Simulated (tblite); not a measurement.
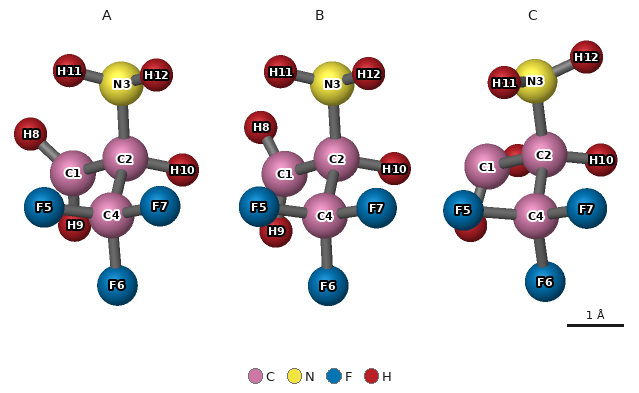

3 geometries from one relaxation of C$_{3}$H$_{5}$F$_{3}$N (multiplicity 2), in shuffled order. Style: ball-and-stick. Shown from a free direction.

These are results of GFN2-xTB geometry optimisation, gas phase (tblite 0.8.0), not measurements. 

> Order the frames from highest to lowest energy.

C, B, A. They are steps 0, 74, 121, at +116.7 kJ/mol, +3.16 kJ/mol relative to the last. Over 121 geometry steps the energy falls by 116.7 kJ/mol. H8 moves most after the best rigid fit: 1.38 Å. By element the largest moves are H 1.38 Å, F 0.37 Å, N 0.28 Å, C 0.26 Å. Among the contacts that change: C4–F5 1.402 → 1.340 Å, C1–H8 1.124 → 1.070 Å, C4–F6 1.390 → 1.337 Å, C2–C4 1.520 → 1.564 Å. Among the angles between lasting bonds that change: C2–C1–H8 105.4° → 119.8°, H8–C1–H9 106.4° → 120.3°, C2–C1–H9 106.4° → 119.7°. Groups turn about C2–N3 by about 45°. Cost: 0.81 s on 1 thread of Arm Neoverse N1, with other jobs on the host.
